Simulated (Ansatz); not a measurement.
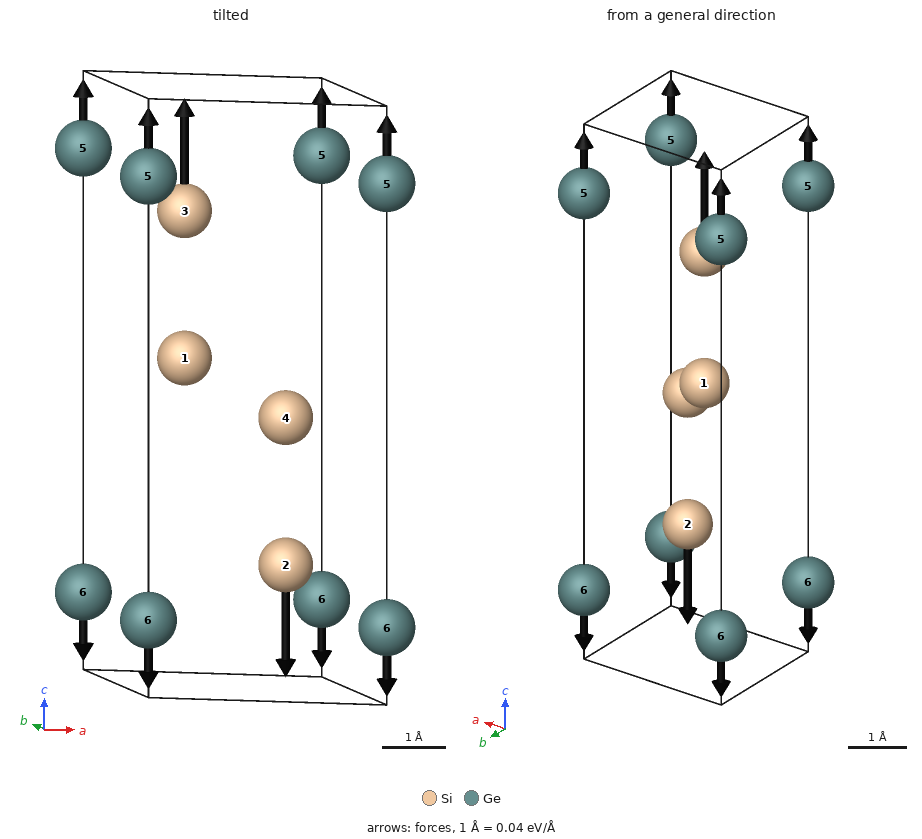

Spheres-only drawing of the structure, looking slightly off an axis and from a general direction. The edges of the simulation cell are marked. The arrows are the computed forces on the atoms.

System: Si₂Ge. The calculation used DFT HSE06, scalar-relativistic, plane waves, PAW in Ansatz 0.2.0, with an energy cutoff of 420 eV, Brillouin-zone sampling on a 6×6×2 mesh, Gaussian smearing of 0.02 eV, no spin polarisation.

**Is the structure at a minimum of the energy?**

No. The atoms still feel forces of up to about 0.056 eV/Å, above a usual threshold of 0.01 to 0.03 eV/Å.

**Where does the largest force act?**

Si2 and Si3, about 0.056 eV/Å.

Origin of the cell: a structure type filled with these elements by a generator (whether the compound takes this form wasn't checked). Earlier steps of the study, as a rule a relaxation of our own, may have changed the cell and positions, so they can lie some per cent off the listed ones. A calculation with Ansatz used it as input.
